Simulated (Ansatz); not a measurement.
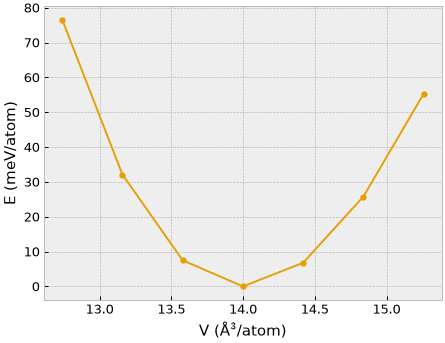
Figure. BaHfO3 (cubic perovskite, Pm-3m) under volume change, LDA (plane waves, PAW; program Ansatz), scaled uniformly.

### Question
What does a third-order Birch–Murnaghan fit give for V₀, B₀ and B′?

### Answer
V₀ = 14.00 Å³/atom, B₀ = 182 GPa, B′ = 4.4.

The cell was relaxed with LDA under the symmetry of its start; phonons on a q-mesh show weakly imaginary modes. No spin polarisation was allowed. Scalar-relativistic: spin–orbit coupling is off unless named, which matters more the heavier the elements.

Potentials: the later of the program's two PAW sets.
